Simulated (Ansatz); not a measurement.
Polymorphs of Be

14 relaxations of Be ended in 4 distinct structures. The numbers are results of PBEsol (plane waves to 420 eV, PAW, scalar-relativistic; Ansatz, an electronic-structure program), not measurements.

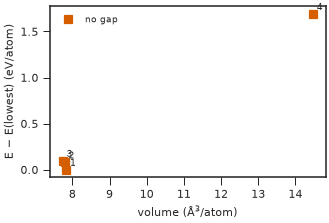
Figure. Energy against volume of the distinct structures, numbered as in the table

```csv
#,space group,Pearson,type,E − E(lowest) (eV/atom),V (Å³/atom),coordination,runs ending here
1,P6₃/mmc,hP2,hcp (Mg type),0.00,7.84,Be 12 (anticuboctahedral),4
2,Fm-3m,cF4,fcc (Cu type),0.08,7.80,Be 12 (cuboctahedral),3
3,Im-3m,cI2,bcc (W type),0.10,7.74,Be 8 (cubic)+6,6
4,Fd-3m,cF8,diamond type,1.69,14.47,Be 4 (tetrahedral),1
```

Coordination numbers (neighbours up to the widest gap in distance over summed covalent radii, below 1.35; n+m marks a second, longer set). All are gapless at this level. P6₃/mmc, hP2, hcp (Mg type) is the lowest of the structures calculated here.

```cif
data_Be2
_chemical_formula_sum 'Be2'
_space_group_name_H-M_alt 'P63/mmc'
_space_group_IT_number 194
_space_group_name_Hall '-P 6c 2c'
_cell_length_a 2.25715
_cell_length_b 2.25715
_cell_length_c 3.55294
_cell_angle_alpha 90.000
_cell_angle_beta 90.000
_cell_angle_gamma 120.000
loop_
_atom_site_label
_atom_site_type_symbol
_atom_site_symmetry_multiplicity
_atom_site_Wyckoff_symbol
_atom_site_fract_x
_atom_site_fract_y
_atom_site_fract_z
_atom_site_occupancy
Be1 Be 2 d 0.66667 0.33333 0.25000 1
```

Each run could gain symmetry but not lose that of its start, so entries can be saddle points. From databases, or of a type measured for this composition: P6₃/mmc, hP2, hcp (Mg type); Im-3m, cI2, bcc (W type); the others are generated cells (placed on structure types, drawn at random, substituted or restacked) that were not matched to a known phase here. Static energies at zero pressure. Each cell has its own k-point mesh; energy differences are given only to the digits this allows. No spin polarisation in the result.
